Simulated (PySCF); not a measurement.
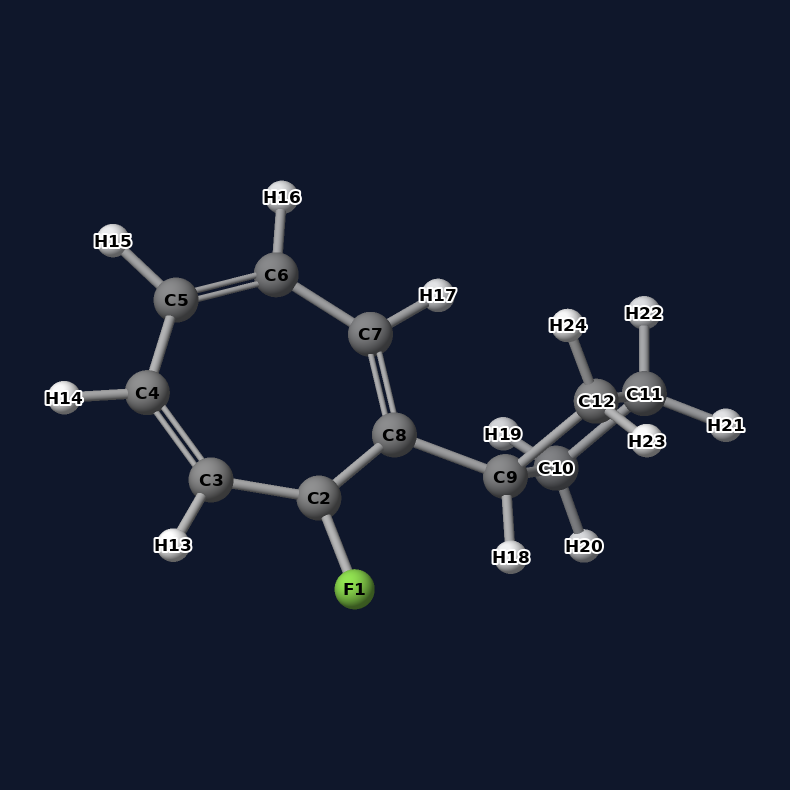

The species has charge +1 and is a spin singlet. The computed structure is the end point of a PBE0-D3(BJ)/def2-SVP optimisation. No frequency run is at hand to confirm it as a minimum. Method: B3LYP/pcJ-1 indirect spin-spin coupling, non-relativistic, gas phase (PySCF 2.14.0). Isotopes: 13C, 19F, 1H.

Give the spin–spin coupling constants of these pairs, with the number of bonds between them: F1/C2, F1/C8, F1/C3, F1/C4, F1/C7, F1/C9, F1/H13.

| pair | bonds apart | J (Hz) |
| --- | --- | --- |
| F1, C2 | 1 | −352.0 |
| F1, C8 | 2 | 16.3 |
| F1, C3 | 2 | 33.8 |
| F1, C4 | 3 | 18.0 |
| F1, C7 | 3 | 15.0 |
| F1, C9 | 3 | 7.3 |
| F1, H13 | 3 | 16.7 |

Density functionals are unreliable for couplings to fluorine, so those rows may be far off.
